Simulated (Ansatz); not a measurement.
One crystal and one scan (frozen-phonon scan) at two levels, PBE (plane waves to 420 eV, PAW, scalar-relativistic; Ansatz, a first-principles code) and r2SCAN (plane waves to 500 eV, PAW, scalar-relativistic; Ansatz), each from its own relaxed cell and on its own mesh. The cell shown is that of PBE.

GaP (zinc blende)

```
GaP
1.0
    0.00000     5.50645     5.50645
    2.75322     0.00000     2.75322
    2.75322     2.75322     0.00000
P Ga
2 2
Cartesian
  4.12983   4.12983   4.12983
  4.12983   6.88306   6.88306
  0.00000   0.00000   0.00000
  2.75322   5.50645   2.75322
```

The atoms are displaced by Q × the pattern below (from a DFPT mode at L = (0.5, 0.0, 0.0), largest move 1; Q in Å), at fixed cell. (q is in reciprocal vectors of the primitive cell; the cell shown is doubled to hold the pattern.)

```json
[
 {"atom": "P1", "x": "-0.098", "y": "0.098", "z": "0.098"},
 {"atom": "P2", "x": "0.098", "y": "-0.098", "z": "-0.098"},
 {"atom": "Ga3", "x": "-0.577", "y": "0.577", "z": "0.577"},
 {"atom": "Ga4", "x": "0.577", "y": "-0.577", "z": "-0.577"}
]
```

GaP was relaxed with its symmetry unable to fall. The PAW data are Ansatz's earlier set. As the smearing reaches across the gap at some points, energies and forces of such displacements shift with the k mesh and the smearing. Percentages come from the unrounded values.

```json
[
 {"quantity": "Lattice constant a (Å)", "PBE": "5.506", "r2SCAN": "5.452", "PBE − r2SCAN": "+0.054 (+1.0 %)"},
 {"quantity": "Band gap of the relaxed cell, no spin-orbit coupling (eV)", "PBE": "1.58", "r2SCAN": "1.85", "PBE − r2SCAN": "-0.27 (-15 %)"},
 {"quantity": "Harmonic wavenumber from the curvature (finite differences) (cm⁻¹ (negative: imaginary))", "PBE": "224", "r2SCAN": "234", "PBE − r2SCAN": "-10 (-4 %)"}
]
```

PBE gives the higher value for: lattice constant a. PBE gives the lower value for: band gap of the relaxed cell, no spin-orbit coupling; harmonic wavenumber from the curvature. Both give the same shape of the curve: a single well with its minimum at or next to zero displacement.

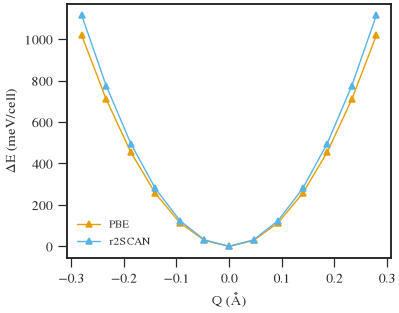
Figure. ΔE, each from the undisplaced structure of its own level.

(A displaced cell: forces are minus the slopes of the energy, force constants its curvatures, and phonons follow from these.)
